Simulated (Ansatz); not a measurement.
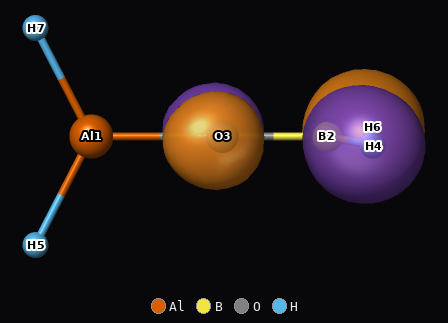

Figure. AlBH$_{4}$O (SMILES B[O][AlH2]). The HOMO at ±0.2 Å⁻³ᐟ² (orange and purple are the two phases), seen across its widest extent.

Geometry: PBE0-D4/def2-TZVP.

All numbers below come from Ansatz 0.2.0, isolated molecule in a Gaussian basis; Kohn-Sham density functional theory, functional PBE0.

Input file:

```
crystal:
  periodic: [false, false, false]
  atoms:
    - {symbol: Al, position_ang: [-0.231721, -1.057464, -0.231268]}
    - {symbol: B, position_ang: [1.210842, 1.554291, -0.680957]}
    - {symbol: O, position_ang: [0.573678, 0.400969, -0.482548]}
    - {symbol: H, position_ang: [1.267043, 2.362899, 0.209826]}
    - {symbol: H, position_ang: [0.619220, -2.260280, 0.328481]}
    - {symbol: H, position_ang: [1.722845, 1.774163, -1.748667]}
    - {symbol: H, position_ang: [-1.768967, -1.097508, -0.576887]}
basis:
  gaussian: {orbitals: def2-TZVPD}
hamiltonian: {xc: pbe0}
output: {forces: true, orbitals: {seedname: orbitals}}
```

Command:

```sh
ansatz run input.yaml --threads 2 --pin off --max-ram 4350MiB --events-out events.jsonl --progress --plain --runs-dir runs
```

Q: What is the character of this orbital?

A: By Hirshfeld shares it lies mainly on O3 (about 30 %), B2 (about 25 %), H4 (about 20 %) and H6 (about 20 %). Its energy is −8.01 eV.
